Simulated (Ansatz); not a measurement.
# Si2W: stress in a strained cell

Aim: deform Si2W (zz strain of -2 %) and compute stress, forces and field gradients with LAPW and PAW.

Computed with Ansatz 0.2.0 (DFT PBEsol, scalar-relativistic, unless a step's input says otherwise).

3 further runs of the same task are left out: 3 that didn't finish. Runs told in other sessions of the task aren't counted.

## (1) The starting structure

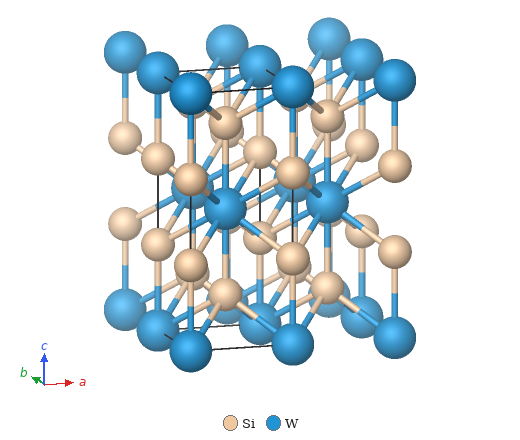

Start, viewed slightly off an axis; silicon light orange, tungsten blue. 2×2×1 cells are drawn. Atoms on the faces are drawn again on the opposite ones. The cell drawn here is the conventional one.

Coordinates:

```cif
data_structure
_symmetry_space_group_name_H-M 'I4/mmm'
_symmetry_Int_Tables_number 139
_cell_length_a 3.2120
_cell_length_b 3.2120
_cell_length_c 7.8800
_cell_angle_alpha 90.000
_cell_angle_beta 90.000
_cell_angle_gamma 90.000
_cell_volume 81.30
loop_
_atom_site_label
_atom_site_type_symbol
_atom_site_symmetry_multiplicity
_atom_site_Wyckoff_symbol
_atom_site_fract_x
_atom_site_fract_y
_atom_site_fract_z
_atom_site_occupancy
Si1 Si 4 e 0.00000 0.00000 0.33300 1
W1 W 2 a 0.00000 0.00000 0.00000 1
```

The file gives the conventional cell by its symmetry; the runs use the cell typed in the input.

Atoms are numbered in the order of the input: Si1, Si2, W3.

## (2) After the deformation

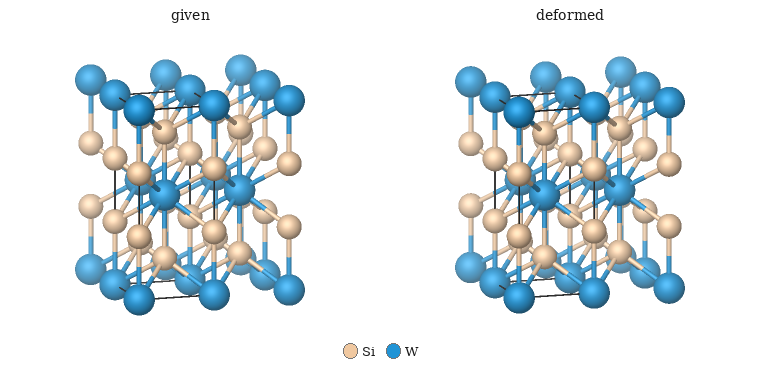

Given and deformed, at one scale.

Space group I4/mmm before, I4/mmm after.

## (3) Full-potential LAPW

input.yaml

```yaml
crystal:
  lattice:
    - [-1.606, 1.606, 3.8612]
    - [1.606, -1.606, 3.8612]
    - [1.606, 1.606, -3.8612]
  atoms:
    - { symbol: Si, position: [0.333, 0.333, 0.0] }
    - { symbol: Si, position: [0.667, 0.667, 0.0] }
    - { symbol: W, position: [0.0, 0.0, 0.0] }
kpoints:
  mp_grid: { grid: [18, 18, 18] }
  band_path:
    path:
      - [0.0, 0.0, 0.0]
      - [0.0, 0.0, 0.5]
      - [0.25, 0.25, 0.25]
      - [0.0, 0.5, 0.0]
      - [0.0, 0.0, 0.0]
      - [0.5, 0.5, -0.5]
      - [0.2932500382, 0.7067499618, -0.2932500382]
      - [-0.2932500382, 0.2932500382, 0.2932500382]
      - [0.0, 0.0, 0.0]
    npoints: 5
scf:
  occupations: { method: fermi_dirac, width: 0.03 }
hamiltonian:
  xc: pbesol
  pseudopotentials: { kind: all_electron, lapw: { basis_error: 0.0005 } }
output:
  forces: true
  stress: true
  eigenvalues: true
```

Command:

```bash
> ansatz run input.yaml --threads 1 --pin off --max-ram 4096MiB --backend cpu --events-out ev --progress --plain --runs-dir out
```

Log, cut to the lines that bear on the results:

```text
LAPW: plane waves up to 8.453 Å⁻¹, error target 5.0e-4 eV per atom; small_component_spin mean_spin; Si in spheres of 1.132 Å, 12 of its electrons in bands, Dirac shells []; W in spheres of 1.440 Å, 38 of its electrons in bands, Dirac shells []
[...]
Pseudopotentials: kind: all_electron
Pseudopotential: Si, LAPW, valence charge 12, Koelling and Harmon's equation, gaussian nucleus
Pseudopotential: W, LAPW, valence charge 38, Koelling and Harmon's equation, gaussian nucleus
Functional definition: PBEsol
[...]
Crystal: 3 atoms, lattice volume = 39.836 Å³
Basis set: ecut = 272.25262369224686 eV, 399 PW (Γ), FFT grids on a1+a3, a2+a3, a3, exchange–correlation at level 2
Bands: 38, of which v1, the nominal top of the filled ones, is band 31 counted from 1 (30 counted from 0)
Symmetry: 16 space group operations
Space group: I4/mmm (ITA 139), of the structure as read, at distance tolerance 3.4e-5 Å
k-points: 480 of 5832
[...]
SCF iter   1: F=—  HF=-454831.446780 eV  |F-HF|=—  |Δ(HF+E_count)|=         —  Δρ=2.80e-2  dr2=2.02e-1  ethr=3.25e-4  ⟨swp⟩=2.7  Hψ=119113  notcnv=0
[...]
the basis was enlarged: its passes take 872.4 KiB over the memory plan, 1 of 1 planned eigensolver slots
[...]
SCF iter   9: F=-454831.243005 eV  HF=-454831.243005 eV  |F-HF|=1.62e-8  |Δ(HF+E_count)|=   1.02e-7  Δρ=9.78e-6  dr2=3.78e-8  ethr=8.83e-10  ⟨swp⟩=2.6  Hψ=51335  notcnv=0
[...]
NSCF: frozen V_eff on 41 k-points
SCF converged after 9 iterations
Free energy (F): -454831.243005 eV
[...]
E sigma→0 (E₀):  -454831.242754 eV
Entropy (-TS):   -0.000502 eV (-0.167 meV/atom)
Fermi energy:    20.742106 eV
[...]
--- Forces (eV/Å), atoms counted from 1 ---
  atom   1  Si     0.00000000    -0.00000000     0.24348806
  atom   2  Si     0.00000000     0.00000000    -0.24348806
  atom   3  W     -0.00000000     0.00000000    -0.00000000
[...]
--- Stress (GPa, compression-positive) ---
       -0.706249       0.000000      -0.000000
        0.000000      -0.706249       0.000000
       -0.000000       0.000000       6.190581
  P = ⅓ Tr σ = 1.5927 GPa (15.927 kbar)
--- Band table (eV; the first three rows and the last of 480) ---
[...]
```

Wall time 3.7 min (1 thread of Arm Neoverse V1, shared host); peak memory 1.9 GiB.

Result: pressure 1.59 GPa; no gap; largest force 0.243 eV/Å.

## (4) PAW with frozen cores

input.yaml

```yaml
crystal:
  lattice:
    - [-1.606, 1.606, 3.8612]
    - [1.606, -1.606, 3.8612]
    - [1.606, 1.606, -3.8612]
  atoms:
    - { symbol: Si, position: [0.333, 0.333, 0.0] }
    - { symbol: Si, position: [0.667, 0.667, 0.0] }
    - { symbol: W, position: [0.0, 0.0, 0.0] }
kpoints:
  mp_grid: { grid: [18, 18, 18] }
scf:
  occupations: { method: fermi_dirac, width: 0.03 }
hamiltonian:
  xc: pbesol
  pseudopotentials: { kind: paw }
output:
  forces: true
  stress: true
  eigenvalues: true
  efg: { contact_densities: true }
  write_density: true
  write_potential: true
  elf: true
  volumetric_format: npy
```

Command:

```bash
> ansatz run input.yaml --threads 1 --pin off --max-ram 4096MiB --backend cpu --events-out ev --progress --plain --runs-dir out
```

Log, cut to the lines that bear on the results:

```text
W: output.efg is read without spin–orbit coupling, which moves field gradients at and beside such atoms by some per cent and up to a factor of two; PAW files take it under magnetization.noncollinear and magnetization.spin_orbit
[...]
Pseudopotentials: kind: paw
Pseudopotential: Si, paw, valence charge 4, recommended cutoff 420 eV (normal)
Pseudopotential: W, paw, valence charge 14, recommended cutoff 420 eV (normal)
[... 1 set-up line as earlier in the session ...]
[...]
Crystal: 3 atoms, lattice volume = 39.836 Å³
Basis set: ecut = 420 eV, 777 PW (Γ), exchange–correlation on 60×60×60 points (8 copies of the dense FFT grid, shifted against one another)
Bands: 15, of which v1, the nominal top of the filled ones, is band 11 counted from 1 (10 counted from 0)
[... 2 set-up lines as earlier in the session ...]
k-points: 480 of 5832
[...]
--- Stress (GPa, compression-positive) ---
       -0.674790       0.000000       0.000000
        0.000000      -0.674790       0.000000
       -0.000000       0.000000       6.274815
  P = ⅓ Tr σ = 1.6417 GPa (16.417 kbar)
--- PAW observables at the nuclei: V_zz in 10²¹ V/m², potentials from the cell's mean, atoms counted from 1 ---
  atom   1  Si V_zz =    -1.301848   η = 0.0000   by run symmetry: allowed
            electrostatic potential = -1370.796482 V   contact ρ = 12760.655421 e/Å³
  atom   2  Si V_zz =    -1.301848   η = 0.0000   by run symmetry: allowed
            electrostatic potential = -1370.796482 V   contact ρ = 12760.655421 e/Å³
  atom   3  W  V_zz =   -21.169887   η = 0.0000   by run symmetry: allowed
            electrostatic potential = -14813.560324 V   contact ρ = 8810840.838798 e/Å³
--- Band table (eV; the first three rows and the last of 480) ---
  k-point 0: bands = ["-56.7997", "-21.1144", "-21.0832", "-21.0832", "2.7214", "10.0449", "13.3950", "13.5532", "13.9333", "13.9333", "17.4986", "19.6439", "19.7091", "20.0467", "20.0467"]
[...]
```

It took 25 s on 1 thread of Arm Neoverse V1, shared host; peak memory 0.57 GiB.

Read from it: pressure 1.64 GPa; no gap; largest force 0.241 eV/Å; Vzz Si1 -1.30 (η = 0.00), W3 -21.17 (η = 0.00) (10²¹ V/m²).

The fields are shown in the conventional cell of this run's space group, carried over from its grid by interpolation.

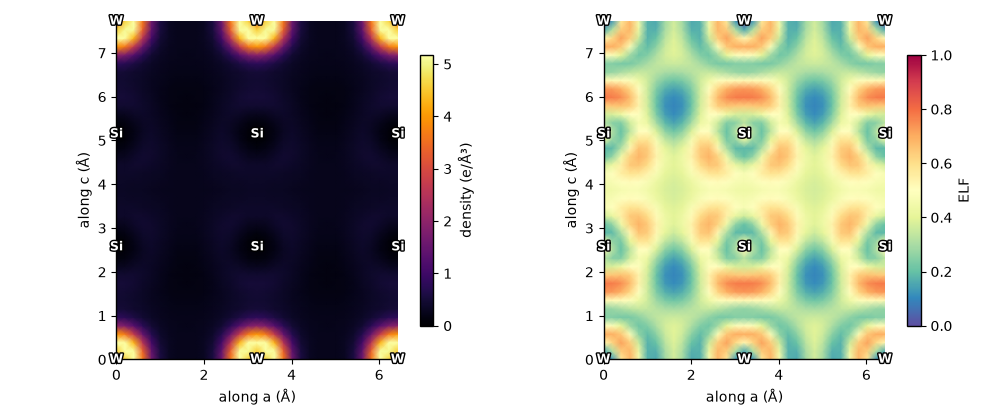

Density (left) and ELF (right) in a lattice plane of the grid's cell (edges 3.21 and 7.72 Å, at 0.000 of the third edge), which holds Si and W. Only atoms in the plane are labelled. Both are smooth fields of the valence electrons: close to the nuclei they are not physical.

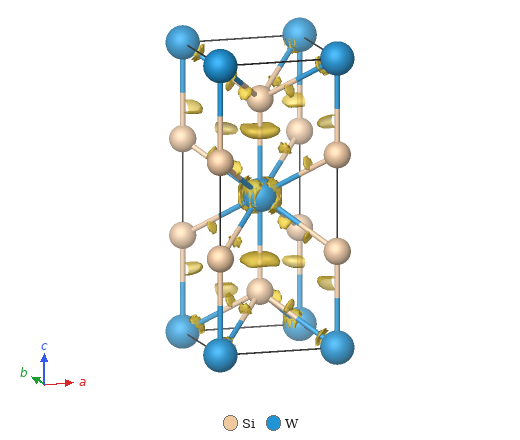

Surface of ELF = 0.72, drawn in one cell.

Maxima of ELF outside the ion cores: 0.78 on the Si–W line, 0.8 Å from Si.

## (5) Stress and forces compared

Stress (GPa, compression positive):

| method | xx | yy | zz | yz | xz | xy |
| --- | --- | --- | --- | --- | --- | --- |
| LAPW | -0.71 | -0.71 | 6.19 | 0.00 | 0.00 | 0.00 |
| PAW | -0.67 | -0.67 | 6.27 | 0.00 | 0.00 | 0.00 |

Forces (eV/Å):

```csv
atom,LAPW x,LAPW y,LAPW z,PAW x,PAW y,PAW z
Si1,0.000,0.000,0.243,0.000,0.000,0.241
Si2,0.000,0.000,-0.243,0.000,0.000,-0.241
W3,0.000,0.000,0.000,0.000,0.000,0.000
```

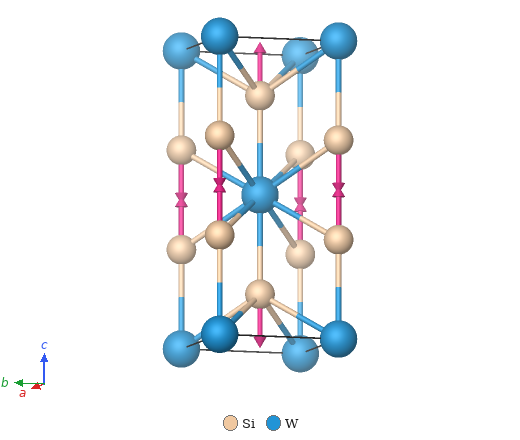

Forces of the LAPW run as arrows; the longest is 0.243 eV/Å.

| method | pressure (GPa) | largest force (eV/Å) | Vzz Si1 (10²¹ V/m²) | Vzz W3 (10²¹ V/m²) | SCF cycles, by the record's count |
| --- | --- | --- | --- | --- | --- |
| LAPW | 1.59 | 0.243 | – | – | 9 |
| PAW | 1.64 | 0.241 | -1.30 | -21.17 | 6 |

## (6) Outcome

```
                                 quantity                    value
                                 pressure  LAPW 1.59, PAW 1.64 GPa
largest shear or deviatoric stress (LAPW)                 4.60 GPa
```

What this shows: The largest part of the stress beyond the pressure is 4.60 GPa in size, in the zz component; the atoms are carried along and not relaxed. No run of the undeformed cell stands beside it, so pressure and stress hold what the given cell had before the change, as far as its symmetry allows. PAW: stress within 0.09 GPa of LAPW, forces within 3 meV/Å. Spin-orbit coupling is left out, though the cell holds W; in elements this heavy it can shift bands and gaps by tenths of an eV.
